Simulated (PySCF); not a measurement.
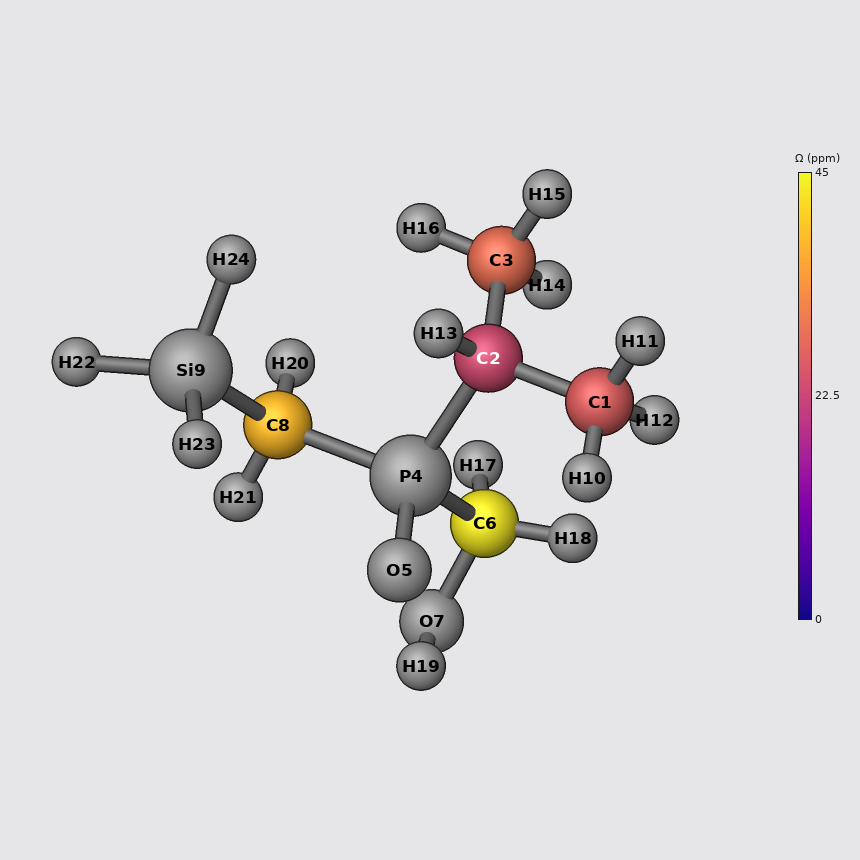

The C atoms are coloured by the span of their shielding tensor. Computed geometry: GFN2-xTB optimisation. No frequency run is at hand to confirm it as a minimum. Properties computed with GIAO PBE0/pcSseg-1 NMR shielding, non-relativistic, gas phase (PySCF 2.14.0). Principal shieldings σ11 ≤ σ22 ≤ σ33, span Ω = σ33 − σ11, skew κ = 3(σiso − σ22)/Ω.

Question. Which C atom has the most anisotropic shielding?

Answer. C6, with a span of 44 ppm.

Give the shielding tensors of the C atoms.

| atom | σ11 | σ22 | σ33 | σiso | Ω | κ |
| --- | --- | --- | --- | --- | --- | --- |
| C1 | 160.2 | 164.8 | 187.1 | 170.7 | 26.9 | 0.66 |
| C2 | 143.6 | 150.9 | 167.4 | 154.0 | 23.8 | 0.39 |
| C3 | 157.9 | 164.8 | 187.1 | 169.9 | 29.2 | 0.53 |
| C6 | 107.7 | 118.2 | 151.2 | 125.7 | 43.5 | 0.51 |
| C8 | 162.5 | 176.8 | 201.0 | 180.1 | 38.5 | 0.26 |

Shieldings and span in ppm.

The geometry is semi-empirical. Around P, Si such bond lengths and angles can be off by a tenth of an ångström or more and by several degrees, and values that hang on the shape move with them.
